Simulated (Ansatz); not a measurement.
Geometry relaxation, with input and output: Si16C (part 3 of 3)

Continued. System: Si16C (defect cell, 17 atoms in the cell). Method: DFT PBE, scalar-relativistic, plane waves, PAW, PAW set soft_1, spin-polarised (Ansatz 0.2.0); cutoff 420 eV, 2×2×2 k-mesh, Fermi–Dirac smearing of 0.02 eV, collinear spins. It belongs to a series of runs on one base structure; here: start relaxed.

Geometry of the input (Å; fractional positions):
```
0.0000  5.4300  5.4300
5.4300  0.0000  5.4300
5.4300  5.4300  0.0000
Si 0.0000  0.0000  0.0000
Si 0.1250  0.1250  0.1250
Si -0.0000  0.0000  0.5000
Si 0.1250  0.1250  0.6250
Si -0.0000  0.5000  0.0000
Si 0.1250  0.6250  0.1250
Si -0.0000  0.5000  0.5000
Si 0.1250  0.6250  0.6250
Si 0.5000  -0.0000  0.0000
Si 0.6250  0.1250  0.1250
Si 0.5000  0.0000  0.5000
Si 0.6250  0.1250  0.6250
Si 0.5000  0.5000  0.0000
Si 0.6250  0.6250  0.1250
Si 0.5000  0.5000  0.5000
Si 0.6250  0.6250  0.6250
C  0.8750  0.8823  0.3808
```

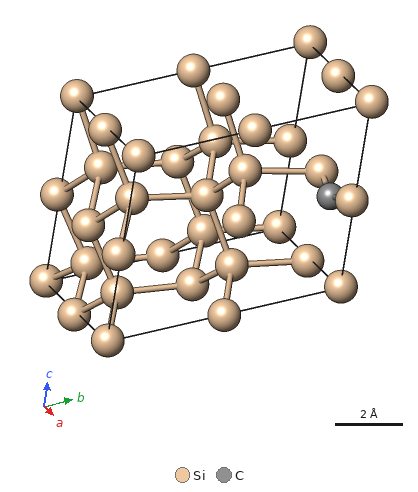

*The geometry at step 8 of the log (ball-and-stick view of the cell of the calculation, seen slightly off an axis).*

### Trajectory as extended XYZ, continued
```
17
Lattice="0.0000 5.4300 5.4300 5.4300 0.0000 5.4300 5.4300 5.4300 0.0000" Properties=species:S:1:pos:R:3:forces:R:3 step=2 energy=-10417.54792
Si    0.0252    0.0248   -0.0279    0.2786   0.2626  -0.2606
Si    1.3567    1.3561    1.3636   -0.0169  -0.0224   0.0891
Si    2.6933    2.6981   -0.0177   -0.3616  -0.3164  -0.3242
Si    4.0797    4.0759    1.3617    0.0438   0.0271   0.0297
Si    2.7140    0.0018    2.7163   -0.0057   0.0179   0.0157
Si    4.0620    1.3575    4.0725   -0.1023  -0.0111  -0.0110
Si    5.4560    2.6871    2.7405    0.2763  -0.2526   0.2619
Si    6.7866    4.0799    4.0712   -0.0164   0.0959  -0.0201
Si   -0.0003    2.7132    2.7167    0.0129   0.0012   0.0174
Si    1.3576    4.0616    4.0728   -0.0105  -0.1040  -0.0080
Si    2.6863    5.4515    2.7364   -0.3049   0.2746   0.2760
Si    4.0728    6.7864    4.0715    0.0555  -0.0220  -0.0201
Si    2.7125    2.7120    5.4270   -0.0101  -0.0056  -0.0070
Si    4.0710    4.0712    6.7862    0.0094  -0.0066  -0.0026
Si    5.4296    5.4320    5.4283    0.0121   0.0189  -0.0006
Si    6.7875    6.7878    6.7764   -0.0110  -0.0088  -0.1049
C     6.8685    6.8221    9.5465    0.1505   0.0512   0.0693
17
Lattice="0.0000 5.4300 5.4300 5.4300 0.0000 5.4300 5.4300 5.4300 0.0000" Properties=species:S:1:pos:R:3:forces:R:3 step=3 energy=-10417.64991
Si    0.0810    0.0635   -0.0686    0.0038  -0.0063  -0.0743
Si    1.3524    1.3568    1.4050    0.0221   0.0034  -0.0245
Si    2.6441    2.6762   -0.0440   -0.2511  -0.1237  -0.1377
Si    4.1033    4.0880    1.3759    0.1198   0.0552   0.0662
Si    2.7229   -0.0024    2.7076   -0.0451   0.0590   0.0580
Si    4.0403    1.3509    4.0655    0.1254   0.0388   0.0348
Si    5.5142    2.6491    2.7836   -0.0032  -0.0610  -0.0171
Si    6.7833    4.1294    4.0719    0.0250  -0.0196   0.0071
Si   -0.0230    2.7071    2.7152    0.0510  -0.0571   0.0510
Si    1.3480    4.0125    4.0643    0.0395   0.0935   0.0498
Si    2.6295    5.4818    2.7687   -0.2090   0.0244   0.0201
Si    4.0739    6.7842    4.0685   -0.0885   0.0226   0.0240
Si    2.7195    2.7103    5.4260   -0.0705  -0.0928  -0.0870
Si    4.0700    4.0655    6.7820   -0.0469  -0.0188  -0.0243
Si    5.4050    5.4332    5.4246    0.0503   0.0510  -0.0544
Si    6.7781    6.7798    6.7305    0.0361   0.0485   0.0984
C     6.9164    6.8332    9.5653    0.2415  -0.0172   0.0100
17
Lattice="0.0000 5.4300 5.4300 5.4300 0.0000 5.4300 5.4300 5.4300 0.0000" Properties=species:S:1:pos:R:3:forces:R:3 step=4 energy=-10417.68542
Si    0.1282    0.0706   -0.0802   -0.1490  -0.1160   0.1635
Si    1.3478    1.3546    1.4420    0.0223   0.0536   0.0050
Si    2.5782    2.6668   -0.0591   -0.0208   0.1554   0.1595
Si    4.1262    4.1018    1.3902    0.1200  -0.0555  -0.0368
Si    2.7466    0.0193    2.7235    0.0227  -0.0822  -0.0726
Si    4.0900    1.3539    4.0659    0.0729   0.0063   0.0023
Si    5.5621    2.6450    2.7941   -0.1730   0.1752  -0.1407
Si    6.7799    4.1767    4.0697    0.0248  -0.0198   0.0450
Si   -0.0487    2.6931    2.7313   -0.0791   0.0320  -0.0931
Si    1.3420    3.9824    4.0671   -0.0285   0.0046  -0.0142
Si    2.5663    5.4833    2.7735   -0.0275  -0.0599  -0.0617
Si    4.0235    6.7824    4.0662    0.0082   0.0402   0.0381
Si    2.7209    2.6769    5.3978    0.0671   0.0456   0.0482
Si    4.0502    4.0525    6.7688    0.0219   0.0516   0.0449
Si    5.3781    5.4531    5.4137   -0.0766  -0.1007   0.0307
Si    6.7701    6.7822    6.7085   -0.0207  -0.0062   0.0153
C     6.9975    6.8245    9.5690    0.2153  -0.1242  -0.1335
17
Lattice="0.0000 5.4300 5.4300 5.4300 0.0000 5.4300 5.4300 5.4300 0.0000" Properties=species:S:1:pos:R:3:forces:R:3 step=5 energy=-10417.73301
Si    0.1477    0.0648   -0.0667   -0.1953  -0.1192   0.2276
Si    1.3458    1.3650    1.4644   -0.0229   0.0234  -0.0470
Si    2.5574    2.6744   -0.0476    0.0099   0.1942   0.2142
Si    4.1410    4.0985    1.3778    0.1216  -0.0695  -0.0553
Si    2.7505    0.0365    2.7471    0.0336  -0.0390  -0.0372
Si    4.1308    1.3616    4.0723    0.0231  -0.0140  -0.0093
Si    5.5697    2.6614    2.7760   -0.2170   0.2452  -0.1436
Si    6.7753    4.1861    4.0770   -0.0187  -0.0629   0.0118
Si   -0.0811    2.6930    2.7313   -0.0304   0.0465  -0.0531
Si    1.3328    3.9675    4.0650   -0.0243  -0.0302  -0.0257
Si    2.5443    5.4699    2.7599    0.0039  -0.0813  -0.0842
Si    3.9900    6.7823    4.0697   -0.0170   0.0038   0.0083
Si    2.7286    2.6694    5.3905    0.0467   0.0460   0.0465
Si    4.0251    4.0636    6.7777    0.0168   0.0128   0.0140
Si    5.3517    5.4489    5.4112   -0.0312  -0.0545   0.0518
Si    6.7609    6.7806    6.6941   -0.0126  -0.0219  -0.0250
C     7.0886    6.7956    9.5422    0.3137  -0.0796  -0.0938
17
Lattice="0.0000 5.4300 5.4300 5.4300 0.0000 5.4300 5.4300 5.4300 0.0000" Properties=species:S:1:pos:R:3:forces:R:3 step=6 energy=-10417.80793
Si    0.1371    0.0596   -0.0575   -0.2173  -0.1996   0.2704
Si    1.3349    1.3697    1.4628   -0.0268   0.0082  -0.0268
Si    2.5589    2.6867   -0.0296   -0.0978   0.1990   0.2022
Si    4.1465    4.0931    1.3585    0.1094  -0.0324  -0.0109
Si    2.7360    0.0416    2.7576    0.0471  -0.0520  -0.0482
Si    4.1373    1.3634    4.0713    0.0134  -0.0162  -0.0171
Si    5.5466    2.6778    2.7583   -0.2287   0.2874  -0.2182
Si    6.7632    4.1734    4.0807   -0.0266  -0.0326   0.0028
Si   -0.0927    2.6955    2.7353   -0.0597   0.0586  -0.0680
Si    1.3281    3.9692    4.0663   -0.0378  -0.0079  -0.0323
Si    2.5444    5.4584    2.7467   -0.0542  -0.1282  -0.1295
Si    3.9752    6.7803    4.0752    0.0734  -0.0127  -0.0043
Si    2.7271    2.6689    5.3889    0.0634   0.0525   0.0540
Si    4.0109    4.0680    6.7847    0.0144   0.0210   0.0218
Si    5.3454    5.4464    5.4176   -0.0570  -0.0701   0.0570
Si    6.7561    6.7850    6.6963   -0.0337  -0.0289  -0.0058
C     7.2039    6.7820    9.5290    0.5184  -0.0463  -0.0470
17
Lattice="0.0000 5.4300 5.4300 5.4300 0.0000 5.4300 5.4300 5.4300 0.0000" Properties=species:S:1:pos:R:3:forces:R:3 step=7 energy=-10418.08242
Si    0.0879    0.0202   -0.0093   -0.1031  -0.1327   0.0504
Si    1.3229    1.3616    1.4519   -0.1326  -0.0973   0.0351
Si    2.5499    2.7251    0.0109   -0.2415  -0.0715  -0.0814
Si    4.1341    4.0810    1.3500   -0.3233   0.1309   0.0249
Si    2.7415    0.0410    2.7556    0.0077  -0.0083   0.0031
Si    4.1588    1.3619    4.0701   -0.0709  -0.0030  -0.0143
Si    5.4952    2.7273    2.7172   -0.0362  -0.0193  -0.0614
Si    6.7525    4.1611    4.0706   -0.1408   0.0462  -0.0823
Si   -0.1004    2.6961    2.7305   -0.0942  -0.0294   0.0244
Si    1.3129    3.9705    4.0771   -0.1749   0.0460   0.0895
Si    2.5278    5.4413    2.7297   -0.1397  -0.1334  -0.1189
Si    3.9500    6.7870    4.0829    0.6233   0.0202   0.0323
Si    2.7334    2.6686    5.3887    0.0578   0.0054  -0.0008
Si    4.0121    4.0682    6.7832   -0.0308   0.0237   0.0245
Si    5.3401    5.4428    5.4183   -0.0842   0.0114  -0.0398
Si    6.7426    6.7969    6.6995   -0.1918   0.0931   0.0205
C     7.3977    6.7685    9.5152    1.0751   0.1178   0.0943
17
Lattice="0.0000 5.4300 5.4300 5.4300 0.0000 5.4300 5.4300 5.4300 0.0000" Properties=species:S:1:pos:R:3:forces:R:3 step=8 energy=-10418.35687
Si    0.0514    0.0043    0.0015   -0.2684  -0.1487   0.1600
Si    1.3011    1.3446    1.4489    0.0432   0.0333  -0.0740
Si    2.5322    2.6938   -0.0221   -0.4695   0.1261   0.1235
Si    4.0655    4.0889    1.3531    0.0304   0.0059   0.0038
Si    2.7294    0.0431    2.7593   -0.0516  -0.0310  -0.0413
Si    4.1475    1.3614    4.0698   -0.0362   0.0008   0.0054
Si    5.4626    2.7339    2.7048   -0.2305   0.1329  -0.1251
Si    6.7298    4.1587    4.0545    0.0409  -0.0645   0.0398
Si   -0.0946    2.7141    2.7125    0.0212   0.0144   0.0113
Si    1.2909    3.9808    4.0906    0.0901   0.0743  -0.0568
Si    2.5241    5.4595    2.7467   -0.4747  -0.1035  -0.1099
Si    4.0465    6.7874    4.0841    0.9415  -0.0267  -0.0213
Si    2.7242    2.6675    5.3866   -0.0702   0.0608   0.0531
Si    3.9911    4.0713    6.7867   -0.1101  -0.0172  -0.0125
Si    5.3459    5.4225    5.4356    0.0168   0.0136   0.0180
Si    6.7192    6.8104    6.7064    0.0870  -0.0662   0.0566
C     7.5921    6.7768    9.5230    0.4403  -0.0044  -0.0306
17
Lattice="0.0000 5.4300 5.4300 5.4300 0.0000 5.4300 5.4300 5.4300 0.0000" Properties=species:S:1:pos:R:3:forces:R:3 step=9 energy=-10418.57900
Si   -0.0392   -0.0087    0.0133   -0.1139  -0.0610   0.0669
Si    1.2817    1.3290    1.3998    0.0120   0.0761   0.0160
Si    2.5250    2.6806   -0.0378   -0.3006  -0.0713  -0.0748
Si    3.9972    4.0818    1.3559    0.0824  -0.0131  -0.0034
Si    2.6791    0.0307    2.7441    0.0080  -0.0118  -0.0174
Si    4.0736    1.3607    4.0737   -0.0278   0.0015  -0.0041
Si    5.3810    2.7359    2.7000   -0.0832   0.0553  -0.0486
Si    6.7107    4.1151    4.0394    0.0041   0.0154   0.0736
Si   -0.0329    2.7602    2.6725   -0.0968  -0.0804   0.0801
Si    1.2791    4.0330    4.1055    0.0193  -0.0156  -0.0834
Si    2.5227    5.4707    2.7541   -0.3045   0.0801   0.0836
Si    4.2381    6.7856    4.0827    0.1275  -0.0002  -0.0067
Si    2.6757    2.6873    5.4028    0.0156   0.0219   0.0167
Si    3.9640    4.0709    6.7903   -0.0038  -0.0020   0.0021
Si    5.4036    5.3795    5.4838   -0.1011   0.0816  -0.0811
Si    6.7077    6.8245    6.7509    0.0085  -0.0794  -0.0191
C     7.7917    6.7823    9.5111    0.7544   0.0032  -0.0003
17
Lattice="0.0000 5.4300 5.4300 5.4300 0.0000 5.4300 5.4300 5.4300 0.0000" Properties=species:S:1:pos:R:3:forces:R:3 step=10 energy=-10418.77475
Si   -0.0751   -0.0225    0.0302    0.0901   0.0378  -0.0543
Si    1.2680    1.3332    1.3986   -0.1366  -0.0623  -0.0097
Si    2.4822    2.6689   -0.0520   -0.2445  -0.0681  -0.0634
Si    3.9747    4.0735    1.3579   -0.2378   0.0157   0.0005
Si    2.6643    0.0292    2.7399    0.0237   0.0317   0.0301
Si    4.0586    1.3613    4.0748   -0.0113  -0.0098   0.0067
Si    5.3541    2.7467    2.6917    0.0843  -0.0532   0.0400
Si    6.6973    4.1177    4.0431   -0.1242   0.0036  -0.0549
Si   -0.0346    2.7721    2.6614    0.1242   0.0597  -0.0428
Si    1.2654    4.0366    4.1034   -0.1354  -0.0082   0.0588
Si    2.4811    5.4825    2.7639   -0.2602  -0.0434  -0.0475
Si    4.3351    6.7857    4.0807    0.8130  -0.0016   0.0013
Si    2.6622    2.6931    5.4064    0.0138  -0.0157  -0.0212
Si    3.9460    4.0716    6.7925   -0.0536  -0.0075  -0.0075
Si    5.3989    5.3683    5.4953    0.1191  -0.0402   0.0560
Si    6.6942    6.8221    6.7502   -0.1195   0.0463  -0.0203
C     7.9864    6.7790    9.5041    0.0549   0.1152   0.1281
17
Lattice="0.0000 5.4300 5.4300 5.4300 0.0000 5.4300 5.4300 5.4300 0.0000" Properties=species:S:1:pos:R:3:forces:R:3 step=11 energy=-10418.89707
Si   -0.1088   -0.0362    0.0398   -0.2129  -0.0474   0.0853
Si    1.2340    1.3133    1.3941    0.1090  -0.0177  -0.0865
Si    2.4140    2.6443   -0.0754    0.1706  -0.0833  -0.0883
Si    3.8958    4.0728    1.3592   -0.2443  -0.0264  -0.0008
Si    2.6538    0.0334    2.7423   -0.0460   0.0069   0.0075
Si    4.0495    1.3605    4.0763    0.0024   0.0024  -0.0122
Si    5.3249    2.7529    2.6805   -0.2230   0.0965  -0.0632
Si    6.6659    4.1163    4.0247    0.1042  -0.1070  -0.0277
Si    0.0023    2.8025    2.6318    0.0400   0.2030  -0.2215
Si    1.2312    4.0390    4.1235    0.1355   0.0882   0.0064
Si    2.4090    5.4985    2.7802    0.2442   0.3089   0.3018
Si    4.5258    6.7899    4.0840   -0.2572  -0.0115  -0.0063
Si    2.6534    2.6932    5.4032   -0.0510  -0.0135  -0.0088
Si    3.9275    4.0719    6.7936   -0.0145   0.0038   0.0044
Si    5.4338    5.3383    5.5251    0.0445  -0.2181   0.2038
Si    6.6629    6.8403    6.7475    0.1305   0.0187   0.1078
C     8.1840    6.7881    9.5117    0.0680  -0.2038  -0.2016
17
Lattice="0.0000 5.4300 5.4300 5.4300 0.0000 5.4300 5.4300 5.4300 0.0000" Properties=species:S:1:pos:R:3:forces:R:3 step=12 energy=-10418.97679
Si   -0.2020   -0.0464    0.0539    0.0627   0.0287  -0.0535
Si    1.2296    1.3027    1.3344   -0.1241  -0.0221   0.1077
Si    2.4586    2.5950   -0.1240   -0.1787   0.1481   0.1455
Si    3.7804    4.0697    1.3539    0.1321   0.0187  -0.0018
Si    2.6053    0.0225    2.7325   -0.0099   0.0064   0.0049
Si    3.9864    1.3620    4.0744   -0.0720  -0.0006   0.0104
Si    5.2280    2.7709    2.6665    0.0610  -0.0547   0.0322
Si    6.6608    4.0529    4.0122   -0.1183   0.1106  -0.0122
Si    0.0562    2.8511    2.5827    0.0252   0.0592  -0.0355
Si    1.2274    4.1002    4.1337   -0.1402  -0.1268   0.0371
Si    2.4533    5.5462    2.8275   -0.1412  -0.2153  -0.2175
Si    4.6678    6.8006    4.0982    0.4926  -0.0039  -0.0169
Si    2.6054    2.7034    5.4142   -0.0005   0.0022  -0.0022
Si    3.9040    4.0736    6.7932    0.1060  -0.0112  -0.0092
Si    5.4932    5.2881    5.5756    0.0296  -0.0382   0.0607
Si    6.6585    6.8537    6.8123   -0.1348   0.0258  -0.1304
C     8.3461    6.7730    9.5008    0.0104   0.0732   0.0808
17
Lattice="0.0000 5.4300 5.4300 5.4300 0.0000 5.4300 5.4300 5.4300 0.0000" Properties=species:S:1:pos:R:3:forces:R:3 step=13 energy=-10419.00853
Si   -0.2338   -0.0322    0.0357    0.0843   0.0101  -0.0296
Si    1.2078    1.3067    1.3182   -0.0646  -0.0394   0.0059
Si    2.4650    2.5884   -0.1292    0.0708  -0.1544  -0.1539
Si    3.7777    4.0688    1.3475   -0.0131   0.0119   0.0035
Si    2.5612    0.0114    2.7237    0.0022   0.0291   0.0276
Si    3.9217    1.3609    4.0718    0.0120  -0.0027   0.0081
Si    5.1925    2.7560    2.6774    0.0885  -0.0352   0.0171
Si    6.6378    4.0334    4.0166   -0.0616   0.0171  -0.0324
Si    0.0741    2.8875    2.5519    0.0085  -0.0127   0.0337
Si    1.2148    4.1185    4.1302   -0.0726  -0.0154   0.0365
Si    2.4745    5.5507    2.8329    0.0110   0.0156   0.0153
Si    4.7886    6.8043    4.1021    0.1867  -0.0078  -0.0174
Si    2.5693    2.7125    5.4248   -0.0032  -0.0215  -0.0246
Si    3.8847    4.0752    6.7944   -0.0103  -0.0029  -0.0052
Si    5.5131    5.2567    5.6126    0.0066   0.0292  -0.0092
Si    6.6447    6.8502    6.8332   -0.0700   0.0286  -0.0261
C     8.4649    6.7701    9.4983   -0.1755   0.1504   0.1507
17
Lattice="0.0000 5.4300 5.4300 5.4300 0.0000 5.4300 5.4300 5.4300 0.0000" Properties=species:S:1:pos:R:3:forces:R:3 step=14 energy=-10419.01309
Si   -0.2287   -0.0337    0.0371   -0.0073  -0.0046   0.0099
Si    1.2035    1.3078    1.3187   -0.0056  -0.0024   0.0127
Si    2.4665    2.5843   -0.1340    0.0412  -0.0005  -0.0018
Si    3.7768    4.0709    1.3512   -0.0227   0.0080   0.0115
Si    2.5578    0.0182    2.7302    0.0026  -0.0028  -0.0025
Si    3.9283    1.3606    4.0735    0.0099  -0.0017  -0.0028
Si    5.1989    2.7553    2.6778   -0.0066   0.0091  -0.0032
Si    6.6333    4.0356    4.0186   -0.0058   0.0127  -0.0017
Si    0.0723    2.8937    2.5483   -0.0067  -0.0076  -0.0070
Si    1.2105    4.1176    4.1315    0.0035  -0.0046  -0.0151
Si    2.4737    5.5594    2.8412    0.0087  -0.0029  -0.0039
Si    4.8040    6.7815    4.0774    0.0162   0.0069   0.0099
Si    2.5672    2.7081    5.4202   -0.0132  -0.0026  -0.0017
Si    3.8728    4.0756    6.7957   -0.0005   0.0066   0.0055
Si    5.5085    5.2537    5.6181   -0.0074  -0.0052  -0.0101
Si    6.6401    6.8503    6.8306    0.0041  -0.0148  -0.0048
C     8.4734    6.7802    9.5060   -0.0103   0.0065   0.0049
```
